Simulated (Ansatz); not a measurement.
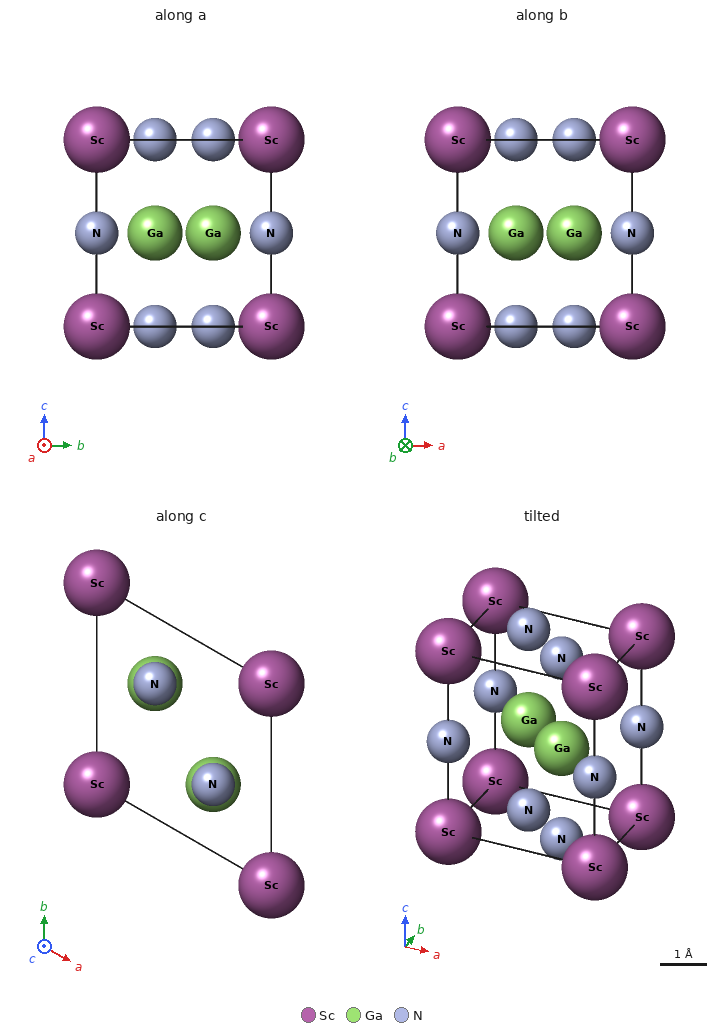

Drawn in the spheres-only manner and seen along the a axis, along the b axis, along the c axis and slightly off an axis. The lines enclose the conventional unit cell; boundary atoms appear with their images.

Lattice parameters: a = 4.444 Å, b = 4.444 Å, c = 4.117 Å, α = 90.00°, β = 90.00°, γ = 120.00°.

**Express the structure as a table of Wyckoff sites.**

Space group P6/mmm (No. 191).
```
atom  site       x       y       z
  Sc    1a  0.0000  0.0000  0.0000
  Ga    2d  0.3333  0.6667  0.5000
   N    2c  0.3333  0.6667  0.0000
   N    1b  0.0000  0.0000  0.5000
```

The starting point was a random cell made by a generator, so it need not be a real form of the compound. Earlier steps of the study may have refined or changed the cell and positions. It was run through Ansatz as a DFT input.
